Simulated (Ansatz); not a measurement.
# CH$_{3}$BF$_{3}$Ge (charge +1): what the fields show

```tsv
atom	x (Å)	y (Å)	z (Å)
C	0.6113	0.3580	-0.5554
B	-0.1590	0.4797	0.8118
F	-1.2501	-0.0429	1.2346
F	1.6381	3.1923	-0.3933
F	0.5530	1.3243	1.6595
Ge	1.9907	1.5745	-0.0172
H	0.9652	-0.6621	-0.7823
H	0.0414	0.7374	-1.4216
H	3.3384	1.4311	0.6710
```

Geometry: r2SCAN-D4/def2-SVP.

Method: Ansatz, isolated molecule in a Gaussian basis; Kohn-Sham density functional theory, functional PBE0.

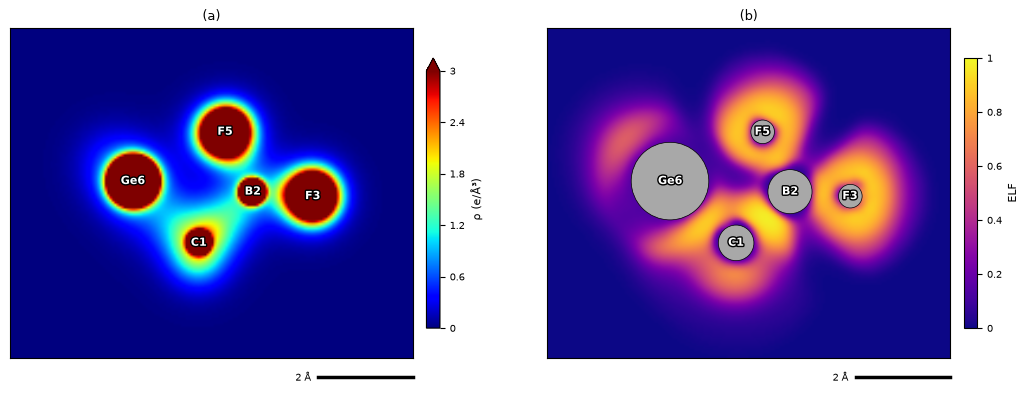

Figure 1. (a) total electron density; (b) ELF on the plane of atoms C1, B2 and F3. Grey discs cover the atomic cores in the ELF map.

Question: What does the map show?

Answer:
- The plane passes through C, B, F and Ge nuclei.
- B–F (1.28 Å): ρ at the midpoint is about 2.5 e/Å³; the ELF peaks at about 0.85 between the atoms, as expected for a short, strongly polar bond.
- C–B (1.57 Å): the density is about 1.4 e/Å³ at the midpoint; the ELF peaks at about 1 between the atoms: localised, covalent bonding.
- C–Ge (1.92 Å): ρ at the midpoint is about 0.95 e/Å³; the ELF peaks at about 0.90 between the atoms; a covalent bond.
- B–F (1.39 Å): ρ is about 1.8 e/Å³ halfway; the ELF peaks at about 0.85 between the atoms: a polar covalent bond.
- The ELF also peaks beside F3 and F5, away from the bonds: lone-pair regions.

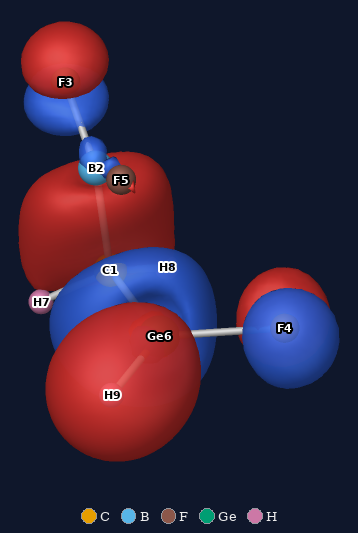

Figure 2. One frontier orbital at ±0.1 Å⁻³ᐟ² (red and blue are the two phases), seen at an oblique angle.

Question: Which orbital is it: HOMO or LUMO?

Answer: The HOMO, at −15.75 eV. Its weight (Hirshfeld) is mainly on C1 (about 30 %), Ge6 (about 25 %), F4 (about 15 %), H9 (about 10 %), B2 (about 10 %) and F3 (about 5 %).

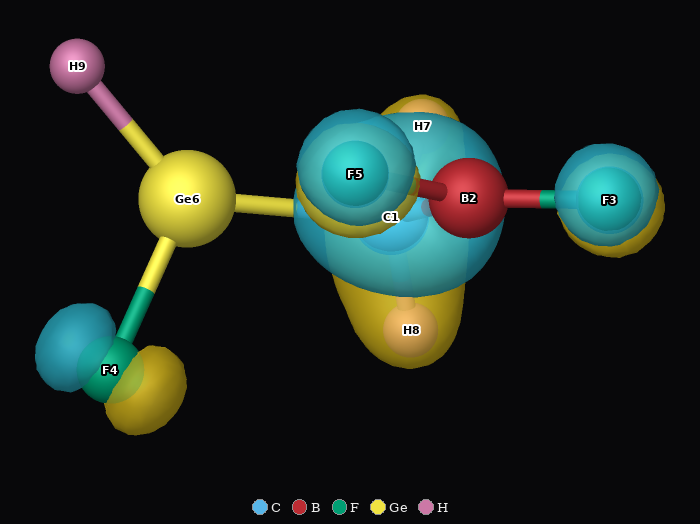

Figure 3. The HOMO−1 at ±0.2 Å⁻³ᐟ² (yellow and cyan are the two phases), seen from one side.

Question: Where does this orbital lie, and at what energy?

Answer: It lies mainly on C1 (about 30 %), F5 (about 15 %), B2 (about 10 %), F3 (about 10 %), F4 (about 10 %) and H8 (about 5 %). Its energy is −16.86 eV.
